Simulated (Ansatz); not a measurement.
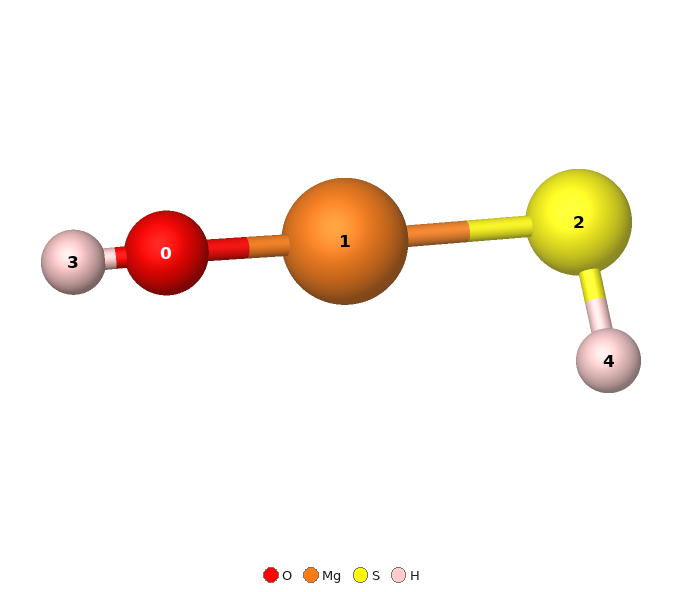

Figure made from data computed with Ansatz.

The structure as it stands in the input. Atoms are numbered from 0, in the order of the input.

Input file:

```yaml
crystal:
  periodic: [false, false, false]
  atoms:
    - {symbol: O, position_ang: [-1.217047, -1.288849, 0.406924]}
    - {symbol: Mg, position_ang: [-0.201283, 0.031558, -0.150630]}
    - {symbol: S, position_ang: [1.077446, 1.793727, -0.840828]}
    - {symbol: H, position_ang: [-1.628881, -2.044809, 0.501120]}
    - {symbol: H, position_ang: [2.058165, 1.505346, 0.033209]}
basis:
  gaussian: {orbitals: def2-TZVPP}
correlation: {method: ccsd_t}
```

What the program printed:

```
Functional definition: HF
  name "HF"
  cite "Fock, Z. Phys. 61, 126 (1930) doi:10.1007/BF01340294"
  parent pbe
  exchange = exact_x
  correlation = 0
872 factors; integrals over basis functions are off by at most 8.4e-4 eV
mean field evaluation 1: about -18317.5662 eV, gradient 4.5e1 eV
mean field evaluation 2: about -18317.6305 eV, gradient 4.5e1 eV
mean field evaluation 4: about -18321.4101 eV, gradient 2.4e0 eV
mean field evaluation 8: about -18321.4614 eV, gradient 3.1e-1 eV
mean field evaluation 16: about -18319.7060 eV, gradient 3.3e1 eV
mean field -18321.46237935 eV, -673.3013237077 hartree, gradient 9.0e-6 eV, S^2 0.000000; 0 other end points of the search recorded, 0 dependent functions left out
7 core orbitals not correlated: weight in the atoms' cores, before any rotation towards them, 1.000 or more for the frozen orbitals, at most 0.000 for the correlated occupied ones
reference -18321.46237935 eV, -673.3013237077 hartree; 12, 12 occupied and 114, 114 virtual orbitals, 872 factors
second order -16.86328744 eV of doubles, -0.00000000 eV of singles
cycle   1  -17.21631588 eV  change   -3.5e-1 eV  update   7.5e-2
cycle   2  -17.50336954 eV  change   -2.9e-1 eV  update   2.2e-2
cycle   3  -17.57635399 eV  change   -7.3e-2 eV  update   1.2e-2
cycle   4  -17.56955932 eV  change    6.8e-3 eV  update   3.1e-3
cycle   5  -17.56821574 eV  change    1.3e-3 eV  update   1.4e-3
cycle   6  -17.56843870 eV  change   -2.2e-4 eV  update   4.4e-4
cycle   7  -17.56826420 eV  change    1.7e-4 eV  update   1.6e-4
cycle   8  -17.56824762 eV  change    1.7e-5 eV  update   4.9e-5
cycle   9  -17.56826160 eV  change   -1.4e-5 eV  update   2.1e-5
perturbative correction -0.51963526 eV, -0.0190962437 hartree
Total energy: -18339.55027620 eV, -673.9660416568 hartree
```
